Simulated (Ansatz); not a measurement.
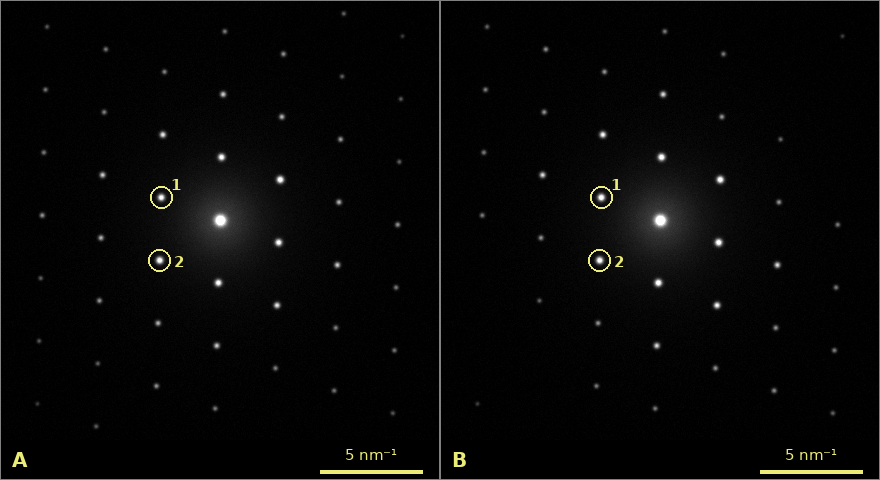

Kinematic electron diffraction patterns (300 kV, B = 0.5 Å², same scale) along [1-10] of the run's own cell, for the start and the end of one relaxation of LiH4S2 with DFT, PAW plane waves, lda in Ansatz. k mesh 5×5×5. The start is a generated model structure, and the relaxation ends in the nearest stationary point of its symmetry, not necessarily the ground state. Spot 1 is -1 -1 -2 and spot 2 is 0 0 -2 in both.

Start structure:

```
Li S H
1.0
     0.00000    5.61727    0.00000
     5.61727    0.00000    0.00000
     2.80863    2.80863   -5.62139
Li S H
2 4 8
Direct
  0.00000 0.00000 0.00000
  0.75000 0.25000 0.50000
  0.24000 0.24000 0.52000
  0.99000 0.49000 0.02000
  0.51000 0.01000 0.98000
  0.76000 0.76000 0.48000
  0.86000 0.70000 0.60000
  0.45000 0.79000 0.10000
  0.54000 0.70000 0.60000
  0.45000 0.11000 0.10000
  0.89000 0.55000 0.90000
  0.30000 0.14000 0.40000
  0.21000 0.55000 0.90000
  0.30000 0.46000 0.40000
```

> Which pattern belongs to the start structure, and which to the relaxed one?

A is the start: its cell gives d(1) = 3.244 Å, d(2) = 2.811 Å and an angle of 54.8°. The spot positions hardly differ, so the intensities decide: those computed from the start structure match A, and B is the relaxed structure.

> Name reflections whose intensity changes strongly on relaxation.

0 0 4 goes from 8.7 to 2.1 % of the strongest spot; 1 1 4 goes from 15 to 7.8 % of the strongest spot.

> Summarise the relaxation behind the change.

The cell was held fixed; with the mean shift removed, the atoms moved by up to 0.24 Å relative to the cell (H most); the space group stayed I4_1/amd (No. 141); the free energy fell by 760 meV an atom.
